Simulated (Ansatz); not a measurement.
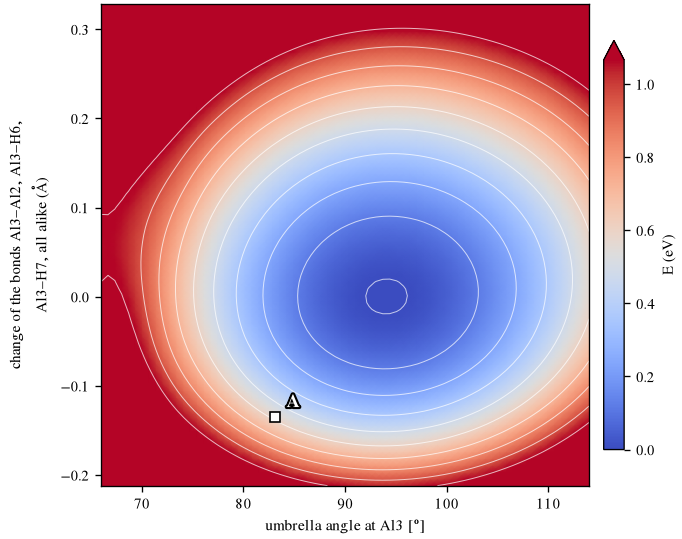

Al₂H₄N, SMILES [NH2][Al][AlH2], spin multiplicity 2. The first coordinate is: umbrella angle at Al3 (between each of its bonds and their common axis; 90 is planar); the second: change of the bonds Al3–Al2, Al3–H6, Al3–H7, all alike. Nothing is relaxed (all other coordinates rigid). Grid: 15 × 15 points. Points are written as (first, second). Energies are in eV, from the lowest grid point. The calculation used UHF/def2-SVP (Ansatz).

The picture shows a smooth colour map with a few white contour lines, one colour for all values above the top of the scale, the point A. Between grid points the surface is interpolated.

### Which way does the force act at A, and how strong is it?

A, at (83.1°, −0.135 Å), is not a stationary point. The computed force is 0.039 eV for each degree towards larger values of the first coordinate and 6.1 eV for each Å towards larger values of the second coordinate.
